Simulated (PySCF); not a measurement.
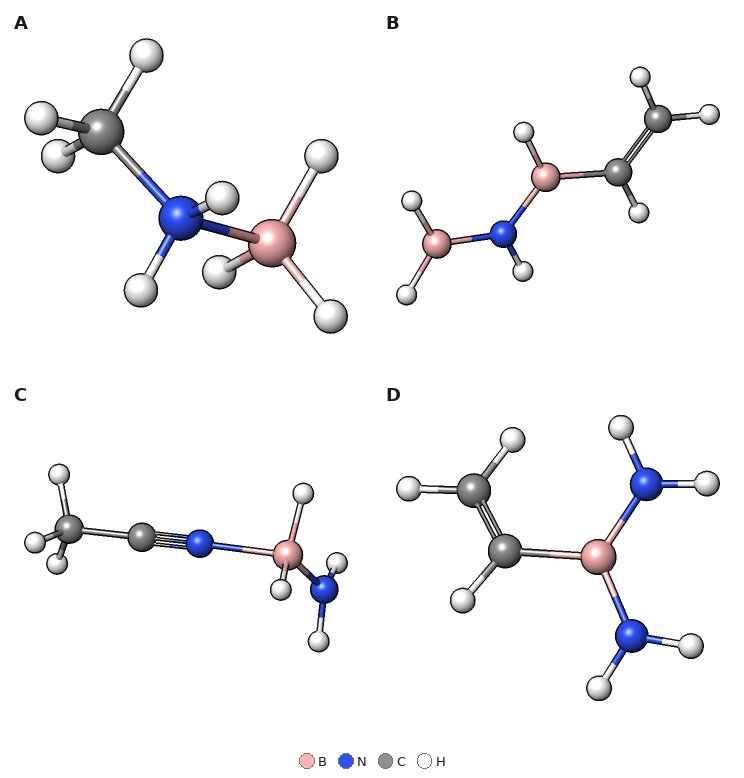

Figure made from data computed with PySCF.

```xyz
12
charge 0, multiplicity 1
B     2.5229    0.2362   -0.3542
N     1.2605   -0.3826   -0.1930
B     0.0098    0.2767    0.0121
C    -1.3136   -0.5152    0.1734
C    -2.4866    0.1122    0.3561
H     3.5048   -0.4510   -0.5207
H     2.5925    1.4410   -0.3214
H     1.2408   -1.3986   -0.2264
H     0.0072    1.4859    0.0565
H    -1.3238   -1.6141    0.1380
H    -3.4355   -0.4237    0.4695
H    -2.5371    1.2060    0.3995
```

> Which panel shows the molecule in this file?

B. The file holds C2H7B2N, `BNBC=C`.
